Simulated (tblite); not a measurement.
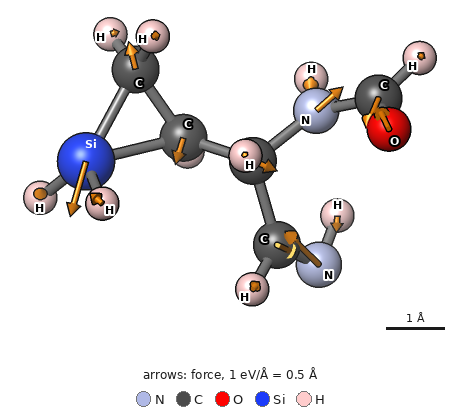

Starting geometry of C5H10N2OSi with the computed forces as orange arrows. Style: ball-and-stick. Shown face on.

Computed with tblite, GFN2-xTB geometry optimisation, gas phase. 

> Is this structure relaxed? If not, where do the atoms go?

It isn't relaxed: the largest force vector, on an N atom, is 2.57 eV/Å. The final displacements have little in common with the starting forces (cosine between the two patterns 0.16). Over 139 geometry steps the energy falls by 0.574 eV. The largest move after the best rigid fit is that of the O atom, 1.14 Å. By element the largest moves are O 1.14 Å, H 1.08 Å, C 0.56 Å, N 0.44 Å, Si 0.15 Å. Some distances before and after: C–Si 1.842 → 1.880 Å, C–N 1.289 → 1.251 Å, C–C 1.544 → 1.509 Å, C–C 1.505 → 1.538 Å. Bond angles that change, for instance: C–Si–H 105.6° → 116.8°, C–Si–H 106.6° → 117.0°, Si–C–H 113.1° → 119.4°. Groups turn about C–C by about 45°, C–N by about 40°. Cost: 1.8 s on 1 thread of Arm Neoverse N1, on a shared host.
